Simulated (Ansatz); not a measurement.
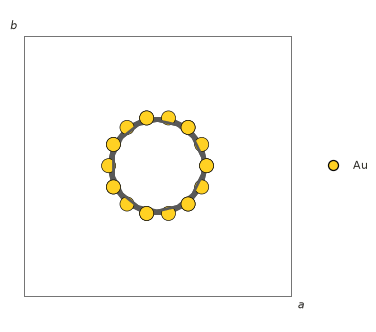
Figure. 1 relaxed period of a body that repeats along c, seen along c; the cell edge a is 17.5 Å long

Computed with PBE (plane waves to 420 eV, PAW; Ansatz, a program for electronic structure). Mesh 1×1×14. No spin polarisation. Periodic along z alone, with about 11 Å of vacuum beside it. A model structure. Only distortions within the start's symmetry and period were free. Values not marked SOC lack spin–orbit coupling.

Question: What is drawn, and how wide is it?

Answer: Several could match; the one computed here: (7,0) gold nanotube. A hypothetical model, rolled from the flat sheet.
It measures about 6 Å across, from nucleus to nucleus.
